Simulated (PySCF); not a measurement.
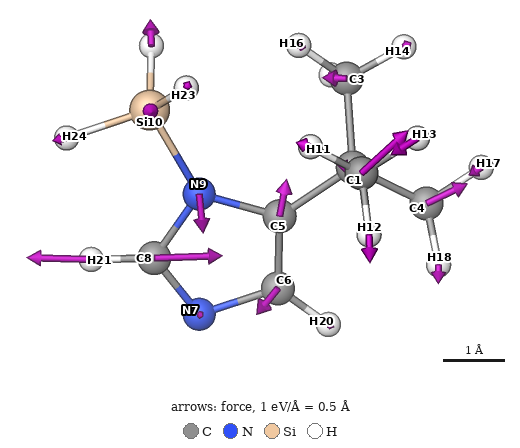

Starting geometry of C7H14N2Si with the computed forces as purple arrows. A ball-and-stick model, seen at a tilt.

The start comes from GFN2-xTB. Its atoms were then displaced at random by about 0.01 Å.

Level of theory: PBE0-D3(BJ)/def2-SVP geometry optimisation, gas phase in PySCF. 

> What follows when this structure is relaxed?

It isn't relaxed: the largest force vector, on a C atom, is 2.29 eV/Å. The final displacements have little in common with the starting forces (cosine between the two patterns 0.29). The atom that moves furthest after the best rigid fit is an H atom (0.15 Å). Largest moves by element: H 0.15 Å, C 0.06 Å, N 0.06 Å, Si 0.04 Å. Near-neighbour distances that change, for instance: C–H 1.040 → 1.091 Å, H–Si 1.442 → 1.490 Å, C–H 1.143 → 1.102 Å, N–Si 1.743 → 1.780 Å. Bond angles that change, for instance: H–Si–H 114.0° → 109.7°, N–Si–H 108.1° → 111.4°, H–Si–H 108.1° → 110.4°. Over 6 geometry steps the energy falls by 0.246 eV. The run took 5.5 min on 1 thread of Arm Neoverse N1, on a shared host.
